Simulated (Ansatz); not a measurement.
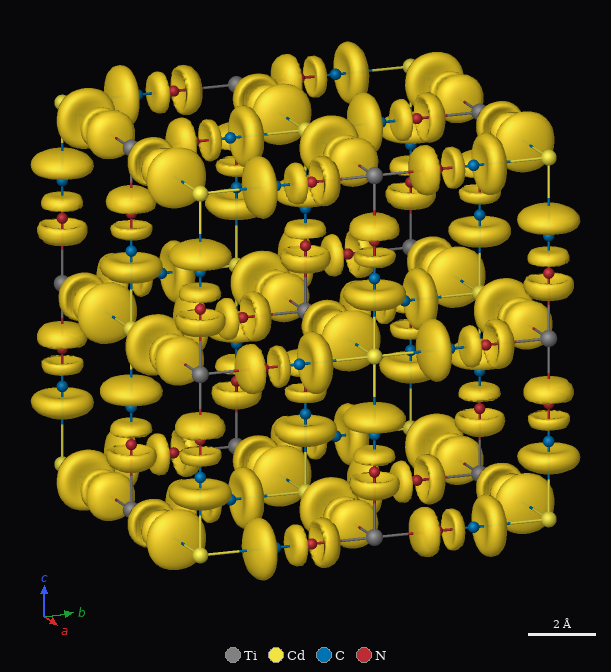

The picture shows: TiCdC6N6. Isosurface of the electron localisation function at 0.8 (yellow), seen slightly off an axis. Only the valence region is drawn (cores and ρ < 0.01 e/Å³ removed). Sticks mark near contacts.

Space group Fm-3m; a structure generated by program, which may or may not match a known phase; computed without spin polarisation.

The calculation used Ansatz, DFT PBE, scalar-relativistic, plane waves, PAW.

In a PAW calculation such maps are meaningful between the atoms, not at the nuclei.

TiCdC6N6, 56 atoms, a = 11.30 Å, b = 11.30 Å, c = 11.30 Å, α = 90.00°, β = 90.00°, γ = 90.00°.

### Describe the localisation domains.

At this value the surface marks out 24 regions between bonded C–N atoms (shared pairs), 24 lobes of the valence shell of C pointing towards Cd (polar bonds) and 24 lobes of the valence shell of N pointing towards Ti, counted in one cell of 56 atoms. Regions shared between cells count once. Along the contacts the grid gives the following. C–N (1.17 Å): the ELF peaks at about 0.85 between the atoms (inside overlapping PAW spheres, so only a guide): a multiple bond. Ti–N (2.04 Å): the ELF peaks at about 0.90 in the valence shell of N, 0.7 Å from its nucleus, and is about 0.30 at the midpoint (no localised pair shows between them).
